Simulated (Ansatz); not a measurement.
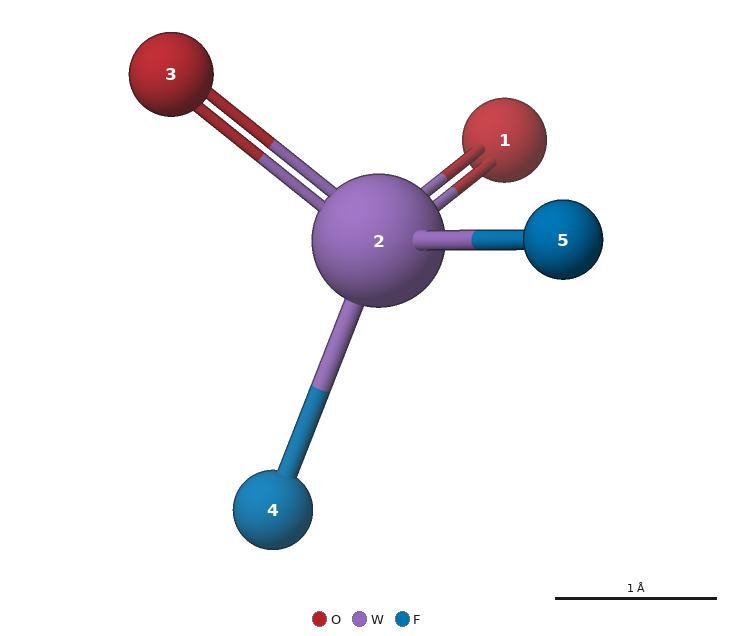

Simulated data, not a measurement (program: Ansatz).

Atoms carry their numbers in the input. Charge 0, singlet. Geometry: moved along internal coordinates away from the minimum.

List the bonds and their lengths.

| bond | length (Å) |
| --- | --- |
| O1–W2 | 1.693 |
| W2–O3 | 1.693 |
| W2–F4 | 1.849 |
| W2–F5 | 1.819 |
